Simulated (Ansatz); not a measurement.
# C$_{4}$H$_{7}$NSi$_{2}$: what the fields show

The calculation's input:

```
crystal:
  periodic: [false, false, false]
  atoms:
    - symbol: C
      position_ang: [-3.120222, -1.037344, 2.111856]
    - symbol: C
      position_ang: [-2.456200, -0.297185, 1.408457]
    - symbol: C
      position_ang: [-1.134493, 0.083380, -1.353977]
    - symbol: C
      position_ang: [0.167963, -0.116778, -1.645417]
    - symbol: N
      position_ang: [0.197570, 0.968535, 0.866825]
    - symbol: Si
      position_ang: [-1.456229, 0.824736, 0.342591]
    - symbol: Si
      position_ang: [1.372220, 0.388246, -0.288932]
    - symbol: H
      position_ang: [-3.703896, -1.693361, 2.731791]
    - symbol: H
      position_ang: [-2.190023, 2.121248, 0.299771]
    - symbol: H
      position_ang: [-1.925491, -0.180171, -2.067371]
    - symbol: H
      position_ang: [0.471158, -0.548542, -2.608066]
    - symbol: H
      position_ang: [2.191973, -0.759078, 0.208189]
    - symbol: H
      position_ang: [2.335276, 1.439091, -0.740152]
    - symbol: H
      position_ang: [0.449111, 1.312222, 1.787417]
basis:
  gaussian: {orbitals: def2-SVPD}
hamiltonian: {xc: pbe0}
output: {forces: true, orbitals: {seedname: orbitals}}
```

Command:

```sh
ansatz run input.yaml --threads 4 --pin off --max-ram 7830MiB --events-out events.jsonl --progress --plain --runs-dir runs
```

Geometry: B3LYP-D3(BJ)/def2-SVP.

The calculation used Ansatz 0.2.0, isolated molecule in a Gaussian basis; Kohn-Sham density functional theory, functional PBE0.

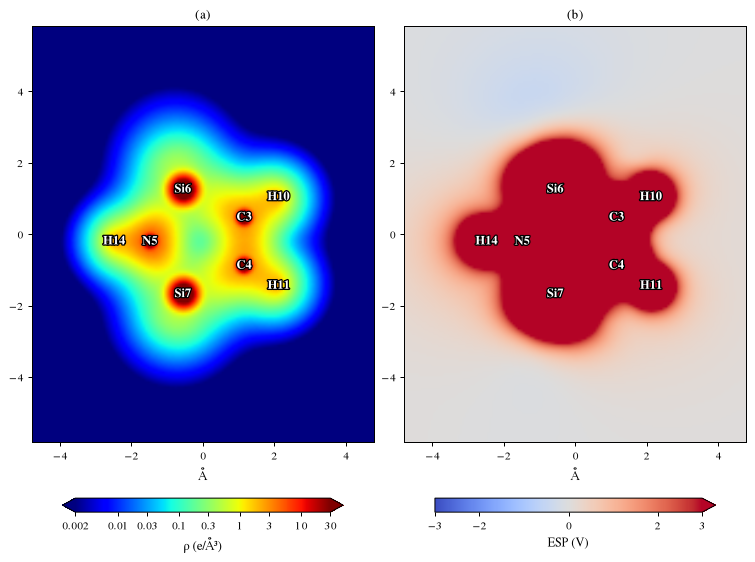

Figure 1. (a) electron density; (b) electrostatic potential on the plane of atoms C4, Si7 and N5.

### Interpret the plot.

The section cuts through C, N, Si and H sites.
Si–N (1.74 Å): the density is about 1 e/Å³ at the midpoint.
N–H (1.01 Å): ρ is about 2.7 e/Å³ halfway.
C–C (1.35 Å): ρ is about 2.2 e/Å³ halfway.
C–Si (1.88 Å): the density is about 0.95 e/Å³ at the midpoint.
C–H (1.10 Å): the density is about 1.9 e/Å³ at the midpoint.
Outside the dense part of the molecule the potential is most negative (−0.4 V) near C2, which lies off the plane.

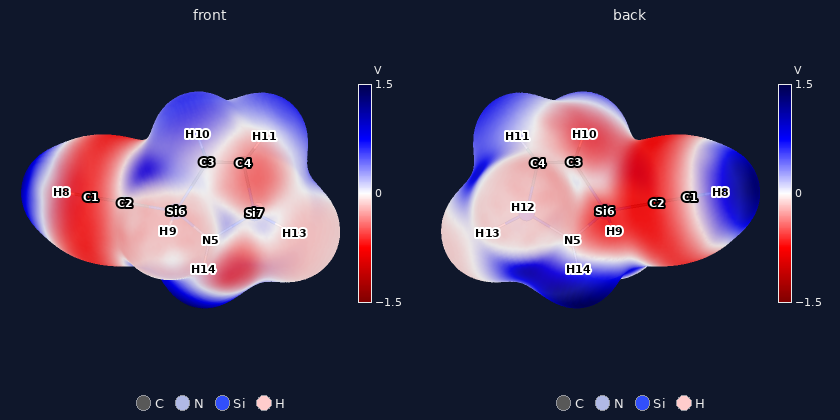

Figure 2. The molecular electrostatic potential painted on the density surface at 0.001 e/bohr³, seen from the front and from behind; the colour scale runs from red (negative) to blue (positive).

### Describe the electrostatic potential map.

The most negative region (about −0.8 V) lies over C1 and C2, the most positive (about +1.4 V) over H14.

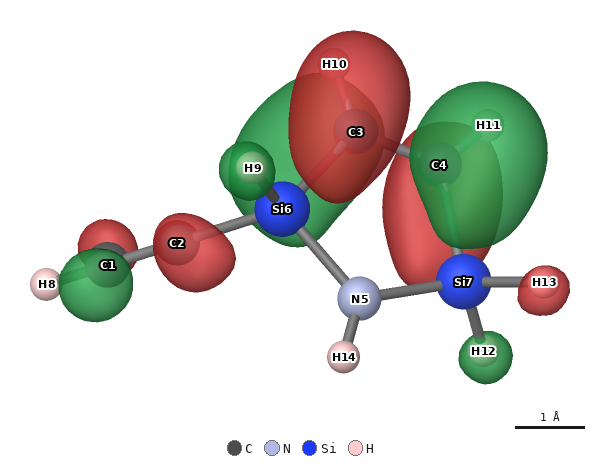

Figure 3. The LUMO at ±0.1 Å⁻³ᐟ² (green and red are the two phases), seen at an oblique angle.

### Describe this orbital and give its energy.

It lies mainly on C4 (about 30 %), C3 (about 30 %), Si6 (about 10 %) and Si7 (about 10 %). Its energy is −0.90 eV.

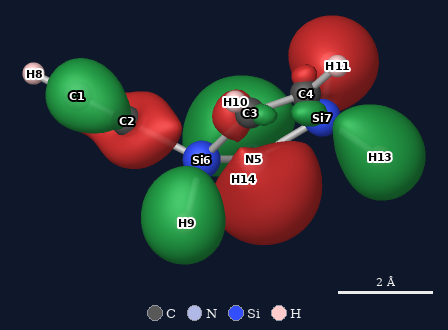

Figure 4. The HOMO at ±0.06 Å⁻³ᐟ² (green and red are the two phases), seen from one side.

### Where does this orbital lie, and at what energy?

Its weight (Hirshfeld) is mainly on N5 (about 50 %) and Si7 (about 10 %). Its energy is −7.49 eV.
